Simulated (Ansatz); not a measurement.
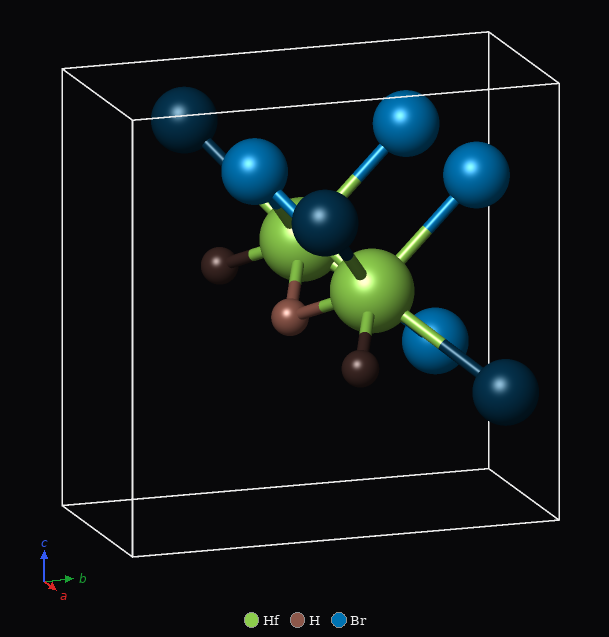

Ball-and-stick representation of a periodic structure, projected slightly off an axis. The simulation cell is outlined; an atom on or near a face, edge or corner is repeated at each equivalent position. Every bond is drawn to its end, so some atoms lie outside the box, in fainter colours.

Full input:
```yaml
crystal:
  lattice:
    - [3.4174150201, 0.0, 0.0]
    - [0.0, 5.0930476299, 5.0841449916]
    - [0.0, -5.0930476299, 5.0841449916]
  atoms:
    - { symbol: Hf, position: [0.0, 0.5617192763, 0.5617192763] }
    - { symbol: H, position: [0.5, 0.4518051827, 0.4518051827] }
    - { symbol: Br, position: [0.5, 0.7923749135, 0.3688572462] }
    - { symbol: Br, position: [0.5, 0.3688572462, 0.7923749135] }
    - { symbol: Br, position: [0.0, 0.8064203212, 0.8064203212] }
basis:
  ecutwfc: 420
kpoints:
  mp_grid: { grid: [8, 4, 4] }
  band_path:
    path:
      - [[0.0, 0.0, 0.0], [0.0, 0.5, -0.5], [0.0, 0.50087324, -0.49912676]]
      - [[0.0, 0.49912676, 0.49912676], [0.0, 0.0, 0.0], [0.5, 0.0, 0.0], [0.5, 0.49912676, 0.49912676]]
      - [[0.5, 0.50087324, -0.49912676], [0.5, 0.5, -0.5], [0.0, 0.5, -0.5]]
      - [[0.0, 0.0, 0.0], [0.0, 0.5, 0.0], [0.5, 0.5, 0.0], [0.5, 0.0, 0.0], [0.5, 0.5, -0.5]]
    npoints: 14
hamiltonian:
  xc: pbe
scf:
  occupations: { method: gaussian, width: 0.02 }
  n_extra_bands: 12
output:
  forces: true
  stress: true
  eigenvalues: true
  populations: true
  dos: { projected: true, de: 0.02, nscf_kmesh: { grid: [12, 6, 6] } }
  bader: true
  write_density: true
  write_potential: true
  elf: true
  volumetric_format: npy
```
Run as:
```sh
ansatz run input.yaml --threads 1 --pin off --max-ram 2560MiB --backend cpu --events-out ev --progress --plain --runs-dir out
```

Run with Ansatz 0.2.0, DFT PBE, scalar-relativistic, plane waves, PAW and these settings: wavefunction cutoff 420 eV, an 8×4×4 k-point mesh, Gaussian smearing of 0.02 eV, no spin polarisation.

> List the Bader charges.

Hf +2.10 e; H -0.52 e; Br -0.55 to -0.47 e. The transfer is large, as in an ionic solid.

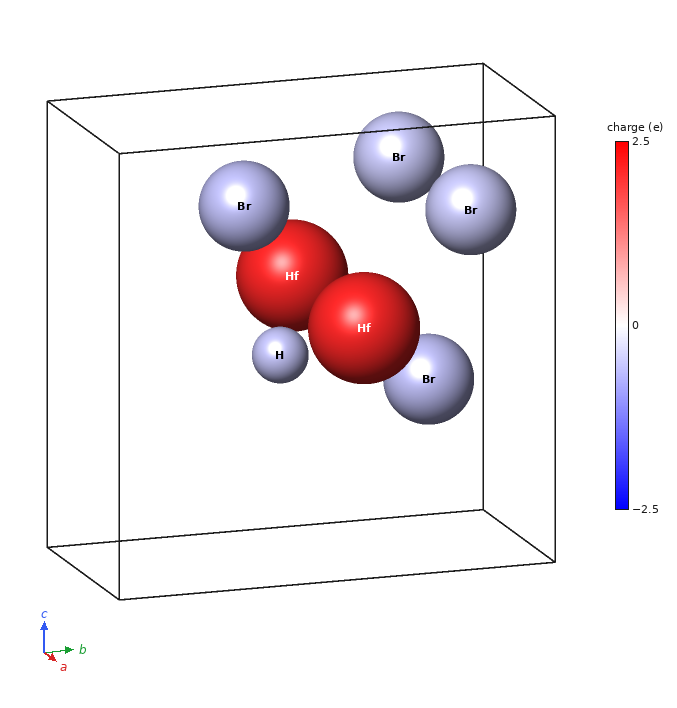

The atoms coloured by those charges.

The structure comes from a structure type filled with these elements by a generator (whether the compound takes this form wasn't checked). Earlier steps of the study, as a rule a relaxation of our own, may have changed the cell and positions, so they can lie some per cent off the listed ones. An electronic-structure calculation with Ansatz was run on it.
